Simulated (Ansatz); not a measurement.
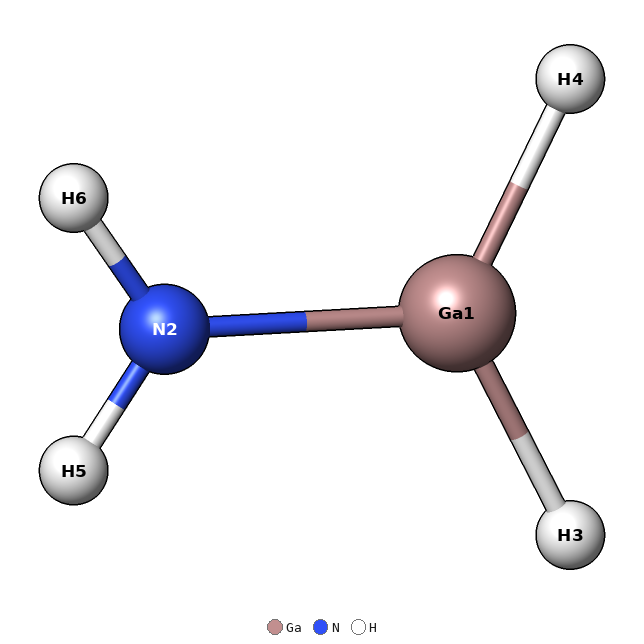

Harmonic vibrations computed with RKS PBE0-D4/def2-TZVP (Ansatz 0.2.0) at a stationary point of the same level.

How many imaginary frequencies does it have?

A minimum: no imaginary frequency, and the lowest mode lies at 314 cm⁻¹.

How many vibrational modes are there, and where do they lie?

12 modes: 314, 436, 539, 617, 695, 748, 767, 1565, 2000, 2001, 3616, 3722 cm⁻¹.
